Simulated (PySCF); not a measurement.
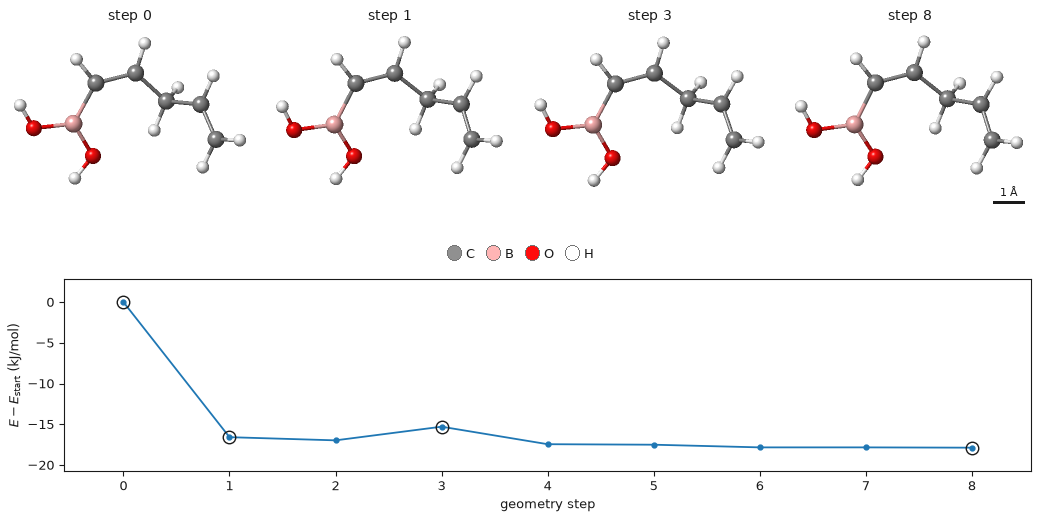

Frames of a relaxation of C5H9BO2, marked on the history of the run. The picture is a ball-and-stick view, seen face on.

The start comes from GFN2-xTB. Its atoms were then displaced at random by about 0.01 Å.

Level of theory: PySCF 2.14.0, density-fitted response routines, PBE0-D3(BJ)/def2-SVP geometry optimisation, gas phase. 

Describe the path.

Answer. An H atom moves most after the best rigid fit: 0.20 Å. Largest moves by element: H 0.20 Å, C 0.13 Å, O 0.12 Å, B 0.06 Å. Some distances before and after: C–H 1.052 → 1.093 Å, C–C 1.478 → 1.499 Å, B–O 1.349 → 1.369 Å, C–C 1.364 → 1.344 Å. Bond angles that change, for instance: C–C–H 118.5° → 114.6°, B–O–H 116.9° → 113.0°, C–C–C 123.4° → 127.2°. After 8 geometry steps the energy has fallen by 17.9 kJ/mol. Cost: 93 s on 1 thread of Arm Neoverse V1, with other jobs on the host. From step 0 to 1: an H atom moves most (0.20 Å), energy −16.6 kJ/mol. From step 1 to 3: an H atom moves most (0.16 Å), energy +1.29 kJ/mol. From step 3 to 8: an H atom moves most (0.13 Å), energy −2.57 kJ/mol.
